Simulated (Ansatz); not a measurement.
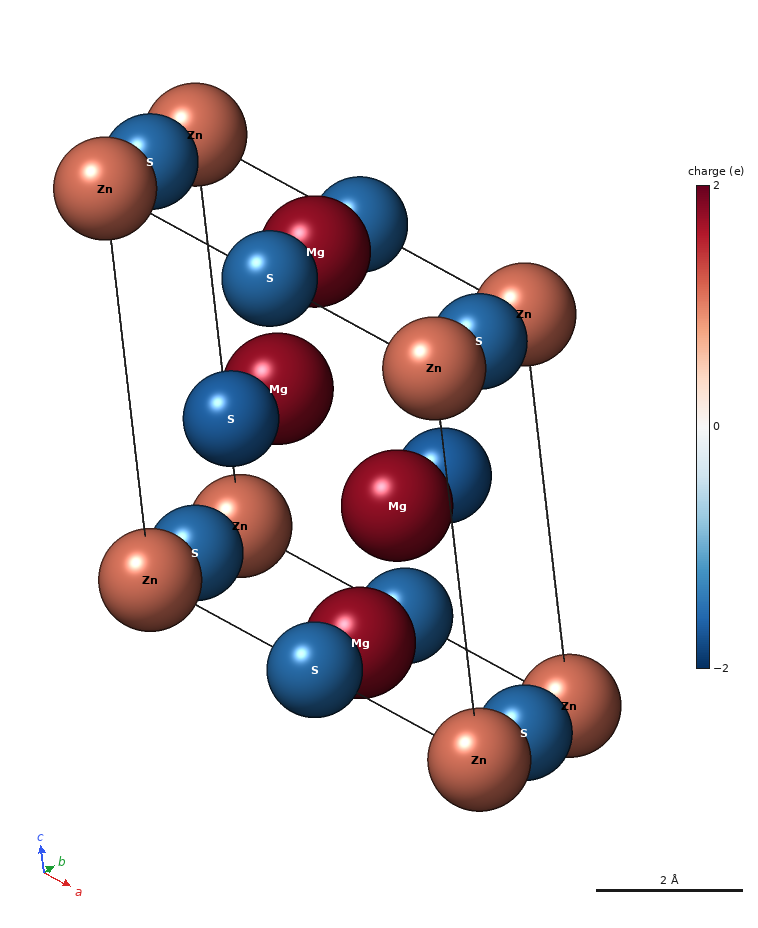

An orthographic spheres-only view of the structure, slightly off an axis. The box is the cell (the run's own, in a reduced setting); atoms on or close to its faces, edges and corners are drawn wherever they repeat. The atoms of this Mg3ZnS4 cell are coloured by their Bader charge.

Computational set-up: DFT r2SCAN, scalar-relativistic, plane waves, PAW (Ansatz), cutoff 500 eV, k-points about 0.21 Å⁻¹ apart, Gaussian smearing of 0.02 eV, no spin polarisation.

**Give the charges by element.**

Most positive: Mg; most negative: S. Charges: about Mg +1.7 e; Zn +1.1 e; S -1.6 to -1.5 e. The transfer is large, as in an ionic solid.

Starting structure: a structure type filled with these elements by a generator (whether the compound takes this form wasn't checked). Earlier steps of the study may have refined or changed the cell and positions. It was the input of a calculation with Ansatz.
